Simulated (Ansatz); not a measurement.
H₄O₃SeZr (SMILES [OH][Zr]([OH])([OH])[SeH])

Input

```
crystal:
  periodic: [false, false, false]
  atoms:
    - {symbol: O, position_ang: [-1.259041, -0.016890, 1.649601]}
    - {symbol: Zr, position_ang: [-0.083499, -0.023647, 0.141956]}
    - {symbol: O, position_ang: [1.748195, 0.231872, 0.635979]}
    - {symbol: O, position_ang: [-0.235176, -1.640466, -0.874667]}
    - {symbol: Se, position_ang: [-0.893394, 2.000672, -1.311956]}
    - {symbol: H, position_ang: [-1.598604, -0.037565, 2.539695]}
    - {symbol: H, position_ang: [2.688606, 0.161413, 0.767479]}
    - {symbol: H, position_ang: [-0.570716, -2.431396, -1.285538]}
    - {symbol: H, position_ang: [0.203638, 1.756018, -2.262539]}
basis:
  gaussian: {orbitals: def2-TZVPP}
hamiltonian: {xc: pbe0, dispersion: d4}
output: {orbitals: {seedname: orbitals}}
```

Command:

```sh
ansatz run in.yaml --threads 4 --pin off --events-out ev --progress --plain --max-ram 11315MiB
```

Geometry: PBE0-D4/def2-TZVP; core potentials replace the inner electrons of Zr.

These are results of RKS PBE0-D4/def2-TZVPP in Ansatz, not measurements.

### Predict the electron density and electron localisation function between the atoms.

Zr–O (1.91 Å): the density is about 0.94 e/Å³ at the midpoint; the ELF peaks at about 0.80 in the valence shell of O, 0.5 Å from its nucleus, and drops to about 0.20 between the two atoms.
O–H (0.95 Å): the density is about 3.9 e/Å³ at the midpoint; the ELF climbs to about 1 towards the hydrogen, as it does in any bond to H.

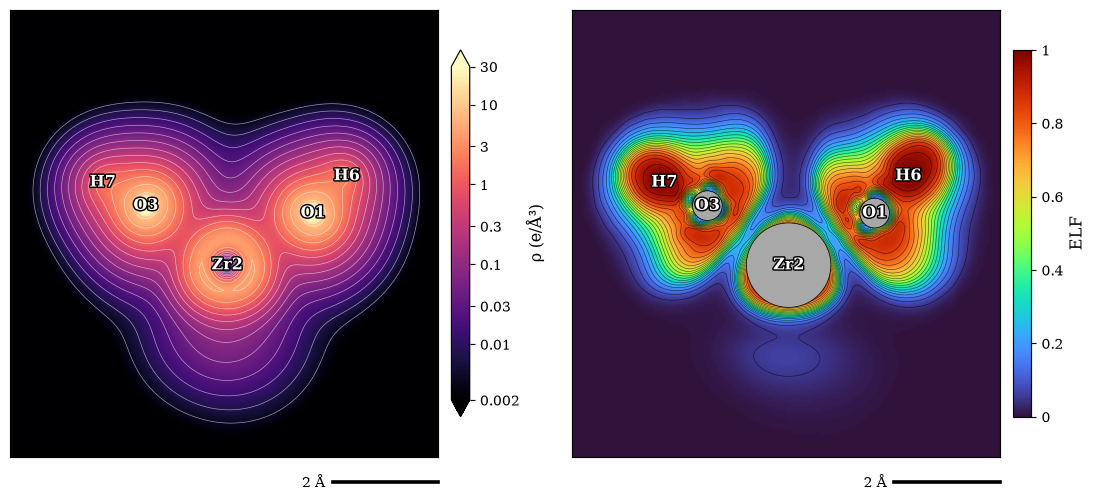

Computed electron density and electron localisation function on the plane of atoms O1, Zr2 and O3, in this order. Grey discs cover the atomic cores in the ELF map. 
